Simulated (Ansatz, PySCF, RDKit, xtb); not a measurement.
# GeHClO: a search for the lowest isomer, part 2 of 2

Task: start from the formula GeHClO, draw up candidate structures, narrow them down in stages, and characterise the one that lies lowest at 298.15 K.

xtb, Ansatz and PySCF; isolated molecules. The steps go on from the part before.

**13. Frequencies after a tight-binding relaxation (GFN2-xTB)**

Contents of start.xyz:

```xyz
4
c978
Cl     2.349599     0.085289    -0.174612
Ge     0.586256    -0.864158    -1.179797
O     -0.702775    -0.009315    -0.291282
H     -0.392100     0.624424     0.375180
```

On the command line:

```sh
$ xtb start.xyz --gfn 2 --ohess tight
```

Standard output, shortened:

```text
* xtb version 6.7.1
[...]
          :  # basis functions                  25          :
[...]
          :  # electrons                        18          :
[...]
          :  Hamiltonian                  GFN2-xTB          :
[...]
          :  net charge                          0          :
          :  unpaired electrons                  0          :
[...]
   *** convergence criteria satisfied after 14 iterations ***
[...]
   *** GEOMETRY OPTIMIZATION CONVERGED AFTER 10 ITERATIONS ***
[...]
   *** convergence criteria satisfied after 3 iterations ***
[...]
         ::                     SUMMARY                     ::
         :::::::::::::::::::::::::::::::::::::::::::::::::::::
         :: total energy             -11.175010590369 Eh    ::
         :: gradient norm              0.000115648176 Eh/a0 ::
         :: HOMO-LUMO gap              4.485057783437 eV    ::
         ::.................................................::
         :: SCC energy               -11.197954346481 Eh    ::
         :: -> isotropic ES            0.008402030846 Eh    ::
         :: -> anisotropic ES          0.001241748408 Eh    ::
         :: -> anisotropic XC         -0.000449337116 Eh    ::
         :: -> dispersion             -0.002035803598 Eh    ::
         :: repulsion energy           0.022943756112 Eh    ::
         :: add. restraining           0.000000000000 Eh    ::
         :: total charge               0.000000000000 e     ::
         :::::::::::::::::::::::::::::::::::::::::::::::::::::
[...]
         9        2.0000           -0.4183172             -11.3830 (HOMO)
        10                         -0.2534945              -6.8979 (LUMO)
[...]
     #   Z          covCN         q      C6AA      α(0)
     1  17          0.811    -0.253   107.091    15.831
     2  32          1.592     0.417   247.188    32.919
     3   8          1.586    -0.484    22.598     6.415
     4   1          0.806     0.321     0.662     1.278
[...]
molecular dipole:
                 x           y           z       tot (Debye)
 q only:       -0.429      -0.281      -0.298
   full:       -0.533      -0.291      -0.309       1.732
molecular quadrupole (traceless):
[...]
          | TOTAL ENERGY              -11.175010590372 Eh   |
          | TOTAL ENTHALPY            -11.156773217542 Eh   |
          | TOTAL FREE ENERGY         -11.190614390102 Eh   |
          | GRADIENT NORM               0.000115545048 Eh/α |
[...]
```

Run time: 0.066 s. Hardware: 1 thread of Arm Neoverse V2, shared host.

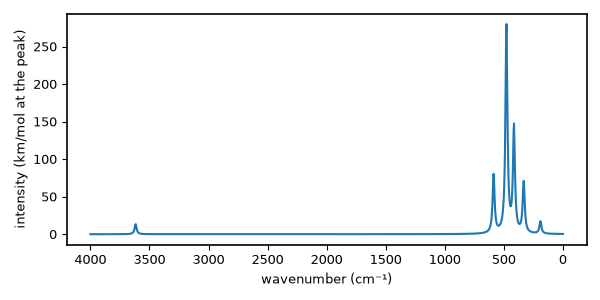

Harmonic infrared spectrum, unscaled, lines broadened by 10 cm⁻¹.

**14. Electronic excitations (TD-CAM-B3LYP/def2-SVPD)**

An in-house driver calls PySCF's response routines at TD-CAM-B3LYP/def2-SVPD; it has no typed input.

Standard output:

```text
coarse grid: 21384 points
cycle   1  E = -2612.6282931527  dE = -5.511e-01  |g| = 8.212e-01  |ddm| = 2.051e+00
cycle   2  E = -2612.4077445216  dE =  2.205e-01  |g| = 1.363e+00  |ddm| = 1.813e+00
cycle   3  E = -2612.7594121226  dE = -3.517e-01  |g| = 1.422e-01  |ddm| = 1.058e+00
cycle   4  E = -2612.7636303456  dE = -4.218e-03  |g| = 4.460e-02  |ddm| = 1.941e-01
cycle   5  E = -2612.7640171410  dE = -3.868e-04  |g| = 6.051e-03  |ddm| = 4.887e-02
cycle   6  E = -2612.7640278050  dE = -1.066e-05  |g| = 2.094e-03  |ddm| = 1.039e-02
cycle   7  E = -2612.7640290922  dE = -1.287e-06  |g| = 6.359e-04  |ddm| = 3.607e-03
final grid: 41368 points
cycle   8  E = -2612.7640521621  dE = -1.463e-07  |g| = 4.806e-04  |ddm| = 1.772e-03
cycle   9  E = -2612.7640521842  dE = -2.219e-08  |g| = 4.464e-04  |ddm| = 1.128e-03
cycle  10  E = -2612.7640522375  dE = -5.330e-08  |g| = 5.925e-05  |ddm| = 5.572e-04
cycle  11  E = -2612.7640522385  dE = -9.200e-10  |g| = 3.588e-05  |ddm| = 7.809e-05
cycle  12  E = -2612.7640522389  dE = -4.420e-10  |g| = 1.425e-05  |ddm| = 8.309e-05
converged SCF energy = -2612.7640522389

Static polarisability (au): isotropic 50.255, principal 39.538 48.431 62.797

Singlet excitations
state   eV       nm        f      main configurations
  1   4.6757    265.2   0.03949   H->L 0.98
  2   5.4152    229.0   0.00812   H-1->L 0.97
  3   5.8094    213.4   0.01383   H-2->L 0.92
  4   6.5874    188.2   0.00772   H-4->L 0.97
  5   6.8784    180.3   0.04356   H-3->L 0.70, H->L+1 0.12, H->L+2 0.10
  6   7.1564    173.2   0.19375   H->L+1 0.62, H-3->L 0.12, H-1->L+1 0.12
  7   7.5423    164.4   0.01399   H-2->L+1 0.90
  8   7.6406    162.3   0.28775   H-1->L+1 0.64, H->L+3 0.10, H->L+2 0.09

Triplet excitations (Tamm-Dancoff, eV): 3.3403 5.1041 5.2009
```

Wall time 5.7 s (1 thread of Arm Neoverse V2, shared host).

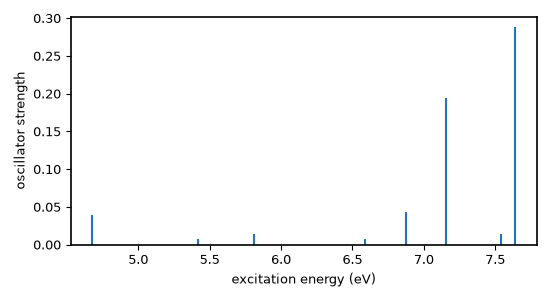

Vertical excitations as sticks.

The roots found:

```
excited state  energy (eV)  strength
            1        4.676    0.0395
            2        5.415    0.0081
            3        5.809    0.0138
            4        6.587    0.0077
            5        6.878    0.0436
            6        7.156    0.1938
            7        7.542    0.0140
            8        7.641    0.2878
```

**15. NMR shieldings (GIAO PBE0/pcSseg-1)**

An in-house driver calls PySCF's response routines at GIAO PBE0/pcSseg-1; it has no typed input.

Standard output:

```text
coarse grid: 21384 points
cycle   1  E = -2612.1911692949  dE = -5.277e-01  |g| = 1.142e+00  |ddm| = 1.904e+00
cycle   2  E = -2611.4720122196  dE =  7.192e-01  |g| = 2.131e+00  |ddm| = 1.911e+00
cycle   3  E = -2612.3229150454  dE = -8.509e-01  |g| = 4.259e-01  |ddm| = 1.480e+00
cycle   4  E = -2612.3581441161  dE = -3.523e-02  |g| = 1.196e-01  |ddm| = 3.620e-01
cycle   5  E = -2612.3605174363  dE = -2.373e-03  |g| = 2.519e-02  |ddm| = 1.389e-01
cycle   6  E = -2612.3606839298  dE = -1.665e-04  |g| = 6.714e-03  |ddm| = 3.340e-02
cycle   7  E = -2612.3606960072  dE = -1.208e-05  |g| = 1.563e-03  |ddm| = 7.810e-03
cycle   8  E = -2612.3606964450  dE = -4.378e-07  |g| = 2.646e-04  |ddm| = 1.449e-03
final grid: 41368 points
cycle   9  E = -2612.3607126957  dE = -3.626e-08  |g| = 1.809e-04  |ddm| = 5.836e-04
cycle  10  E = -2612.3607126948  dE =  9.577e-10  |g| = 2.050e-04  |ddm| = 2.625e-04
cycle  11  E = -2612.3607127017  dE = -6.925e-09  |g| = 6.354e-05  |ddm| = 1.439e-04
cycle  12  E = -2612.3607127025  dE = -7.940e-10  |g| = 7.589e-06  |ddm| = 4.443e-05
converged SCF energy = -2612.3607127025

GIAO shielding tensors (ppm)
atom      isotropic    diamagn.    paramagn.     s11        s22        s33       span
  0 Cl     512.786    1148.553    -635.767      2.026    611.083    925.250    923.224
  1 Ge    1016.947    2752.796   -1735.849    460.811   1204.839   1385.189    924.378
  2 O       48.687     395.278    -346.591   -249.462    197.058    198.466    447.928
  3 H       24.114      31.703      -7.588     17.719     21.259     33.364     15.645
```

Run time: 3.6 s. Hardware: 1 thread of Arm Neoverse V2, shared host.

Isotropic shieldings, averaged over atoms that the bond graph makes equivalent (absolute, not shifts):

```
atoms  shielding (ppm)
  Cl1            512.8
  Ge2           1016.9
   O3             48.7
   H4            24.11
```

**16. The cation at the same geometry (PBE0/def2-TZVPD)**

Contents of input.yaml:

```yaml
crystal:
  periodic: [false, false, false]
  atoms:
    - {symbol: Cl, position_ang: [2.349599, 0.085289, -0.174612]}
    - {symbol: Ge, position_ang: [0.586256, -0.864158, -1.179797]}
    - {symbol: O, position_ang: [-0.702775, -0.009315, -0.291282]}
    - {symbol: H, position_ang: [-0.392100, 0.624424, 0.375180]}
basis:
  gaussian:
    orbitals: def2-TZVPD
hamiltonian:
  xc: pbe0
total_charge: 1
magnetization:
  spin_polarized: true
  initial_magnetization: 1
```

On the command line:

```sh
$ ansatz run input.yaml --threads 1 --pin off --max-ram 2610MiB --events-out events.jsonl --progress --plain --runs-dir runs
```

Standard output:

```text
Warning: RAYON_NUM_THREADS=1 ignored (pool sized by the plan → 1); use --threads N
Functional definition: PBE0
  name "PBE0"
  parameter a = 0.25
  parameter kappa = 0.804
  parameter beta = 0.06672455060314922
  exchange = (1 - a)*pbe_x(kappa = kappa, mu = beta*pi^2/3) + a*exact_x
  correlation = pbe_c(beta = beta)
969 factors; their error is unknown
mean field evaluation 1: about -71067.9052 eV, gradient 6.5e1 eV
mean field evaluation 2: about -70925.9095 eV, gradient 1.5e2 eV
mean field evaluation 4: about -71080.7846 eV, gradient 2.2e1 eV
mean field evaluation 8: about -71083.3911 eV, gradient 3.1e-1 eV
mean field evaluation 16: about -71083.6611 eV, gradient 6.8e-3 eV
mean field evaluation 32: about -71083.4704 eV, gradient 1.5e0 eV
mean field -71083.66108689 eV, -2612.2763627070 hartree, gradient 3.5e-5 eV, S^2 0.760402; 4 other end points of the search recorded, 0 dependent functions left out
reference -71083.66112188 eV, -2612.2763639931 hartree; 29, 28 occupied and 120, 121 virtual orbitals, 969 factors
Total energy: -71083.66112188 eV, -2612.2763639931 hartree
```

Run time: 17 s. Hardware: 1 thread of Arm Neoverse V2, shared host.

Difference from the parent: 10.45 eV.

**17. The anion at the same geometry (PBE0/def2-TZVPD)**

Edit input.yaml of step 16 so:

```diff
@@ -8,9 +8,6 @@
 basis:
-  gaussian:
-    orbitals: def2-TZVPD
-hamiltonian:
-  xc: pbe0
-total_charge: 1
-magnetization:
-  spin_polarized: true
-  initial_magnetization: 1
+  gaussian: {orbitals: def2-TZVPD}
+scf: {lower_state_search: "off"}
+hamiltonian: {xc: {name: PBE0}}
+magnetization: {spin_polarized: true, initial_magnetization: 1}
+total_charge: -1
```

On the command line:

```sh
$ ansatz run input.yaml --threads 1 --pin off --max-ram 2610MiB --events-out events.jsonl --progress --plain --runs-dir runs
```

Standard output, shortened:

```text
Warning: RAYON_NUM_THREADS=1 ignored (pool sized by the plan → 1); use --threads N
Functional definition: PBE0
  name "PBE0"
[...]
969 factors; their error is unknown
[...]
mean field -71094.70178155 eV, -2612.6821007522 hartree, gradient 9.4e-6 eV, S^2 0.755679; 0 other end points of the search recorded, 0 dependent functions left out
reference -71094.70181437 eV, -2612.6821019583 hartree; 30, 29 occupied and 119, 120 virtual orbitals, 969 factors
Total energy: -71094.70181437 eV, -2612.6821019583 hartree
Checks for a lower state left out: stability, starts, cluster_reference, orbital_swaps, neighbouring_geometries, increment
```

Wall time 5.1 s (1 thread of Arm Neoverse V2, shared host).

Parent less the species with the added electron: 0.59 eV.

**18. The triplet at the same geometry (PBE0/def2-TZVPD)**

Edit input.yaml of step 17 so:

```diff
@@ -9,5 +9,4 @@
   gaussian: {orbitals: def2-TZVPD}
-scf: {lower_state_search: "off"}
+total_charge: 0
+magnetization: {spin_polarized: true, initial_magnetization: 2}
 hamiltonian: {xc: {name: PBE0}}
-magnetization: {spin_polarized: true, initial_magnetization: 1}
-total_charge: -1
```

On the command line:

```sh
$ ansatz run input.yaml --threads 1 --pin off --max-ram 2610MiB --events-out events.jsonl --progress --plain --runs-dir runs
```

Standard output:

```text
Warning: RAYON_NUM_THREADS=1 ignored (pool sized by the plan → 1); use --threads N
Functional definition: PBE0
  name "PBE0"
  parameter a = 0.25
  parameter kappa = 0.804
  parameter beta = 0.06672455060314922
  exchange = (1 - a)*pbe_x(kappa = kappa, mu = beta*pi^2/3) + a*exact_x
  correlation = pbe_c(beta = beta)
969 factors; their error is unknown
mean field evaluation 1: about -71085.1050 eV, gradient 4.0e1 eV
mean field evaluation 2: about -71043.6349 eV, gradient 1.0e2 eV
mean field evaluation 4: about -71090.3623 eV, gradient 7.2e0 eV
mean field evaluation 8: about -71090.5801 eV, gradient 1.6e-1 eV
mean field evaluation 16: about -71090.8461 eV, gradient 2.1e-3 eV
mean field -71090.84605824 eV, -2612.5404055343 hartree, gradient 7.6e-5 eV, S^2 2.004271; 0 other end points of the search recorded, 0 dependent functions left out
reference -71090.84609951 eV, -2612.5404070509 hartree; 30, 28 occupied and 119, 121 virtual orbitals, 969 factors
Total energy: -71090.84609951 eV, -2612.5404070509 hartree
```

Wall time 9 s (1 thread of Arm Neoverse V2, shared host).

It lies 3.27 eV above the singlet.

**19. Stability of the closed-shell solution (PBE0/def2-SVP)**

Contents of calc.py:

```python
from pyscf import gto, dft

mol = gto.Mole()
mol.atom = '''
Cl       2.349599       0.085289      -0.174612
Ge       0.586256      -0.864158      -1.179797
O       -0.702775      -0.009315      -0.291282
H       -0.392100       0.624424       0.375180
'''
mol.verbose = 3
mol.max_memory = 1860
mol.basis = 'def2-svp'
mol.build()

mf = dft.RKS(mol, xc='pbe0')
mf = mf.density_fit(auxbasis='def2-universal-jkfit')
mf.max_cycle = 100
mf.grids.level = 3
mf.kernel()
if not mf.converged:
    mf = mf.newton().run(mf.mo_coeff, mf.mo_occ)

e_tot = mf.e_tot
print('Final energy', e_tot)
mo_i, mo_e, stable_i, stable_e = mf.stability(internal=True, external=True, return_status=True)
print('stable: internal', stable_i, 'external', stable_e)
```

On the command line:

```sh
$ OMP_NUM_THREADS=1 python calc.py
```

Standard output:

```text
converged SCF energy = -2612.13975619943
Final energy -2612.139756199427
<class 'pyscf.df.df_jk.DFRKS'> wavefunction is stable in the internal stability analysis
<class 'pyscf.df.df_jk.DFRKS'> wavefunction is stable in the real -> complex stability analysis
<class 'pyscf.df.df_jk.DFRKS'> wavefunction is stable in the RHF/RKS -> UHF/UKS stability analysis
stable: internal True external True
```

It took 38 s on 1 thread of Arm Neoverse V2, shared host.

**20. Outcome**

This closing draws on all 2 parts.

```
                                                        quantity                                                                  value
                                          lowest structure found                                              [OH][Ge][Cl], singlet, Cs
                                                   next finalist                        [OH][Ge][Cl], singlet, 2.4 kcal/mol higher in G
                       share at equilibrium, among the finalists                                                                 98.2 %
                                                          funnel  9 starts, 7 minima at GFN2-xTB, 6 screening runs, 3 relaxed, 3 ranked
                                            CPU time of all runs                                                                7.3 min
harmonic wavenumbers, lowest and highest (B3LYP-D3(BJ)/def2-SVP)                                                      201 and 3783 cm⁻¹
                             rotational constants, same geometry                                           0.4087, 0.1206, 0.09315 cm⁻¹
                                 dipole moment (PBE0/def2-TZVPD)                                                                 0.98 D
                                   HOMO energy (PBE0/def2-TZVPD)                                                               -8.21 eV
                                   LUMO energy (PBE0/def2-TZVPD)                                                               -2.50 eV
                                 HOMO–LUMO gap (PBE0/def2-TZVPD)                                                                5.71 eV
                      lowest excitation (TD-CAM-B3LYP/def2-SVPD)                                                    4.68 eV (f = 0.039)
                    strongest of the states computed, same level                                                    7.64 eV (f = 0.288)
             lowest triplet excitation, same level, Tamm-Dancoff                                                                3.34 eV
                                      vertical ionisation energy                                                               10.45 eV
                                      vertical electron affinity                                                                0.59 eV
                                   vertical triplet less singlet                                                               +3.27 eV
```

What this shows: `[OH][Ge][Cl]` comes out lowest. The next finalist is drawn with the same bonds. GFN2-xTB, HF/STO-3G, r2SCAN-D4/def2-SVP, B3LYP-D3(BJ)/def2-SVP, HF/def2-TZVPP and MP2/def2-TZVPP already put its bonding pattern lowest among the structures in one piece. The largest share of the time went into the final energies (24 %). A large T1 diagnostic among the finalists warns that one reference determinant may not suffice. It concerns: the finalist [O]=[GeH][Cl] (singlet). Lowest found is not proven lowest: the search is finite, and each finalist counts with one conformer. The lowest isomer need not be the one that is made and kept in a bottle, which depends on barriers.
